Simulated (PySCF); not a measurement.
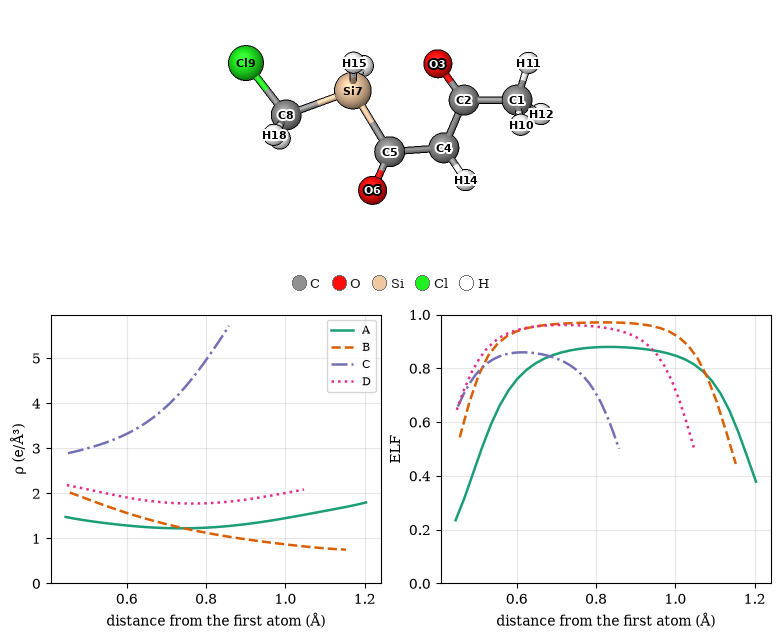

C5H9ClO2Si (SMILES CC(=O)CC(=O)[SiH2]CCl). Total electron density and ELF along straight lines between neighbouring atoms. The curves leave out the atomic cores. The structure is drawn too.

Geometry: GFN2-xTB.

Method: PBE0/pcSseg-1, SCF density, gas phase, non-relativistic (PySCF 2.14.0).

```yaml
atoms:
  - { symbol: C, position_ang: [-3.1082, -0.1129, -0.0665] }
  - { symbol: C, position_ang: [-1.6185, -0.2633, -0.0258] }
  - { symbol: O, position_ang: [-0.9836, -0.2068, 1.0056] }
  - { symbol: C, position_ang: [-0.9188, -0.4547, -1.3337] }
  - { symbol: C, position_ang: [0.4251, 0.2666, -1.2645] }
  - { symbol: O, position_ang: [0.8411, 0.8928, -2.2047] }
  - { symbol: Si, position_ang: [1.3521, 0.0860, 0.4214] }
  - { symbol: C, position_ang: [3.1667, 0.4166, -0.1139] }
  - { symbol: Cl, position_ang: [4.2054, 0.2420, 1.3242] }
  - { symbol: H, position_ang: [-3.3588, 0.7995, -0.6055] }
  - { symbol: H, position_ang: [-3.5107, -0.0573, 0.9415] }
  - { symbol: H, position_ang: [-3.5556, -0.9479, -0.6011] }
  - { symbol: H, position_ang: [-0.6695, -1.5138, -1.4364] }
  - { symbol: H, position_ang: [-1.5177, -0.1452, -2.1910] }
  - { symbol: H, position_ang: [1.0362, 1.1685, 1.3431] }
  - { symbol: H, position_ang: [1.3277, -1.3022, 0.8738] }
  - { symbol: H, position_ang: [3.5485, -0.2852, -0.8524] }
  - { symbol: H, position_ang: [3.3299, 1.4235, -0.4905] }
```

Question: Which curve belongs to which contact (C–C, C–Cl, C–O and C–Si)? The first atom named is at distance zero.

Answer: Curve A: C–Cl (1.78 Å): ρ is about 1.3 e/Å³ halfway; the ELF peaks at about 0.90 between the atoms; a covalent bond. Curve B: C–Si (1.92 Å): ρ is about 0.91 e/Å³ halfway; the ELF peaks at about 1 between the atoms: localised, covalent bonding. Curve C: C–O (1.20 Å): ρ at the midpoint is about 3.3 e/Å³; the ELF peaks at about 0.85 between the atoms; a multiple bond. Curve D: C–C (1.50 Å): ρ is about 1.8 e/Å³ halfway; the ELF peaks at about 0.95 between the atoms, as expected for a shared electron pair.
